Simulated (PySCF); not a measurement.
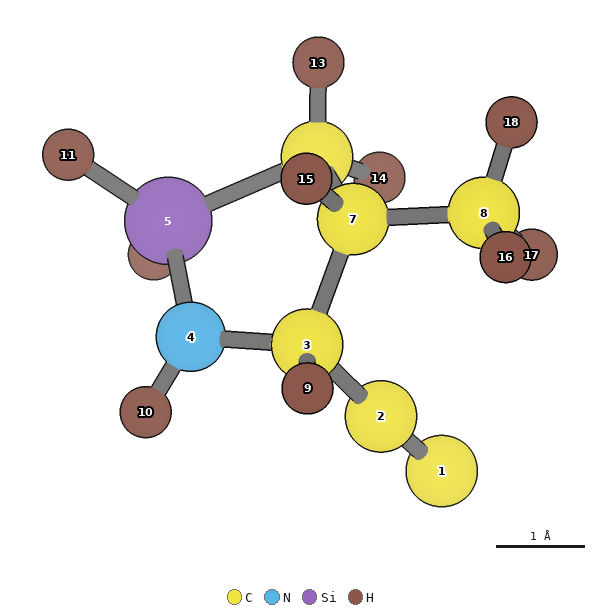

Fig. 1: The structure (ball-and-stick view, seen at a tilt; atoms are numbered from 1 in the order of the input).

C6H10NSi: EPR calculation

The run: EPR calculation of C6H10NSi, multiplicity 2. Method and program: UKS B3LYP, pcH-1 on C H N Si, non-relativistic, mean-field spin-orbit, GIAO (PySCF 2.14.0).

It belongs to a series of runs on one base structure; here: H removed from sp C.

Input:
```
{"job": {"kind": "epr", "basis": "pcH-1"}, "charge": 0, "multiplicity": 2}
C     -0.340248     2.485684    -1.624942
C      0.016098     1.829445    -0.690749
C      0.431988     0.972980     0.446098
N      1.731694     0.424234     0.210089
Si     1.723458    -1.090602    -0.628908
C     -0.163095    -1.235365    -0.466389
C     -0.519532    -0.219980     0.622877
C     -1.988272     0.179642     0.608756
H      0.440628     1.618247     1.335527
H      2.482826     1.094295     0.201157
H      2.497179    -2.038744     0.175758
H      2.197761    -1.019229    -2.010569
H     -0.528993    -2.225825    -0.204927
H     -0.650510    -0.945796    -1.398136
H     -0.278513    -0.659989     1.598050
H     -2.201983     0.890504     1.404803
H     -2.243118     0.644015    -0.341189
H     -2.616127    -0.697197     0.751038
```

The first line tells a small driver script what to run in PySCF; the rest is the geometry in Å.

Run as:
```bash
OMP_NUM_THREADS=1 python <driver script> task.json out
```

Log:
```
UKS, coarse grid
  cycle   1  E = -578.56850532  |g| = 5.22e-01
  cycle   2  E = -576.83517070  |g| = 1.39e+00
  cycle   3  E = -578.62920241  |g| = 4.39e-01
  cycle   4  E = -578.75122781  |g| = 1.51e-01
  cycle   5  E = -578.75187110  |g| = 1.57e-01
  cycle   6  E = -578.75774974  |g| = 1.31e-01
  cycle   7  E = -578.76449596  |g| = 8.28e-02
  cycle   8  E = -578.76871227  |g| = 2.19e-02
  cycle   9  E = -578.76894233  |g| = 4.70e-03
  cycle  10  E = -578.76896297  |g| = 2.51e-03
  cycle  11  E = -578.76896906  |g| = 2.92e-03
  cycle  12  E = -578.76898596  |g| = 1.38e-03
  cycle  13  E = -578.76899424  |g| = 1.26e-03
  cycle  14  E = -578.76900110  |g| = 7.63e-04
UKS, final grid
  cycle   1  E = -578.76898872  |g| = 1.37e-03
  cycle   2  E = -578.76897930  |g| = 4.80e-03
  cycle   3  E = -578.76899113  |g| = 6.03e-04
  cycle   4  E = -578.76899183  |g| = 6.13e-04
  cycle   5  E = -578.76899434  |g| = 3.83e-04
  cycle   6  E = -578.76899528  |g| = 1.84e-04
  cycle   7  E = -578.76899546  |g| = 8.69e-05
  cycle   8  E = -578.76899550  |g| = 3.88e-05
  cycle   9  E = -578.76899550  |g| = 1.31e-05
E = -578.76899550 Eh   <S^2> = 0.7603 (exact 0.7500)
g shifts (ppm)      1          2          3
  rmc          -173       -173       -173
  gc              5         17         18
  oz_so        -234        827       1782
  total        -403        671       1627
hyperfine (MHz)  atom isotope    a_iso     a_fc   dipolar eigenvalues
    0   13C     719.41     719.39    -57.72    -49.53    107.25
    1   13C      60.02      60.08    -31.30    -22.23     53.53
    2   13C       0.06       0.05     -3.92     -3.23      7.15
    3   14N       2.24       2.25     -6.08     -5.90     11.98
    4  29Si       5.18       5.19     -0.36      0.12      0.24
    5   13C      -0.05      -0.05     -0.33     -0.09      0.42
    6   13C      -5.20      -5.20     -0.58      0.13      0.45
    7   13C      -0.34      -0.34     -0.34     -0.29      0.63
    8    1H       3.58       3.58     -2.66     -0.16      2.83
    9    1H      -7.06      -7.07     -7.45     -0.29      7.74
   10    1H      11.73      11.73     -0.89     -0.46      1.35
   11    1H       5.82       5.82     -1.10     -0.46      1.55
   12    1H      -0.47      -0.47     -0.68     -0.41      1.09
   13    1H      -0.44      -0.44     -1.51     -0.99      2.51
   14    1H      -0.37      -0.38     -1.04     -0.40      1.44
   15    1H      -0.10      -0.10     -1.07     -0.84      1.90
   16    1H       0.45       0.45     -2.18     -1.91      4.09
   17    1H       0.40       0.40     -0.65     -0.57      1.22
```

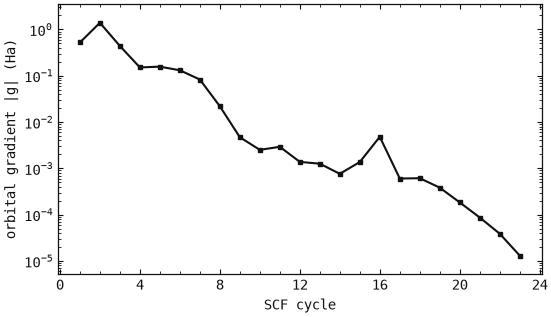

Fig. 2: Convergence of the self-consistent field: orbital gradient |g| against the SCF cycle. All cycles printed in the log are drawn one after another.

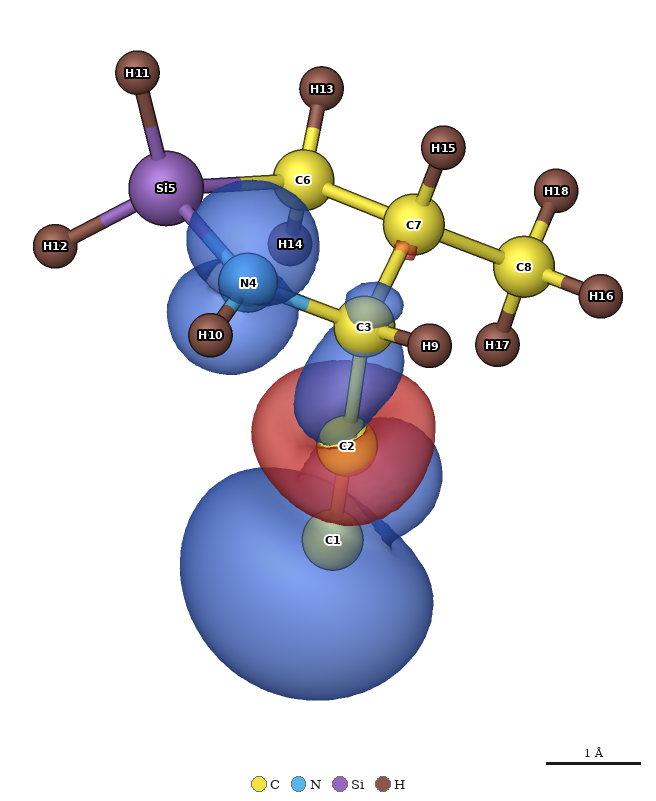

Fig. 3: Isosurfaces of the spin density (α minus β) at +0.008 (blue) and −0.008 e/Å³ (red), seen at a tilt. The unpaired spin (1 electron) lies mostly on C1 (about 0.8) and N4 (about 0.1), in electrons by Hirshfeld's partition.

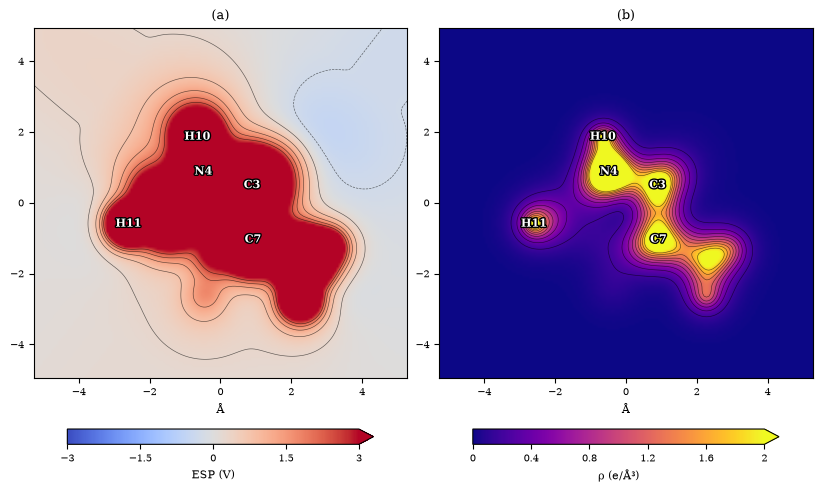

Fig. 4: (a) electrostatic potential; (b) total electron density on the plane of atoms N4, C3 and C7. The section cuts through C, N and H sites. C–N (1.43 Å): ρ is about 2 e/Å³ halfway. N–H (1.01 Å): ρ is about 2.9 e/Å³ halfway, with its minimum of 2.3 e/Å³ about 0.7 Å from N.

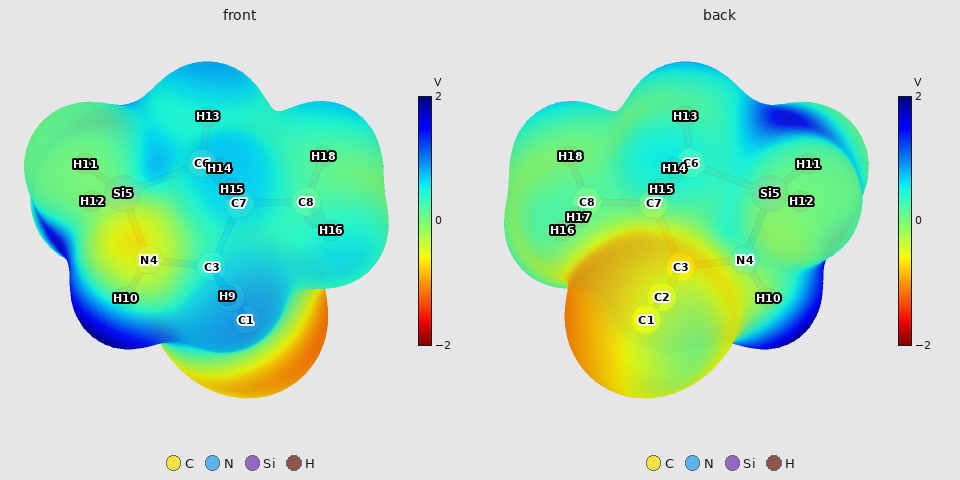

Fig. 5: The electrostatic potential painted on the density surface at 0.002 e/bohr³, seen face on and from behind; red is negative and blue positive.

Key numbers:

```json
{"quantity": "outcome", "value": "converged"}
{"quantity": "total energy", "value": "−578.768996 hartree"}
{"quantity": "⟨S²⟩", "value": "0.760"}
{"quantity": "isotropic g", "value": "2.0030"}
{"quantity": "hardware", "value": "1 CPU thread, shared host"}
{"quantity": "wall time", "value": "1.9 min"}
{"quantity": "peak memory", "value": "1.1 GiB"}
```
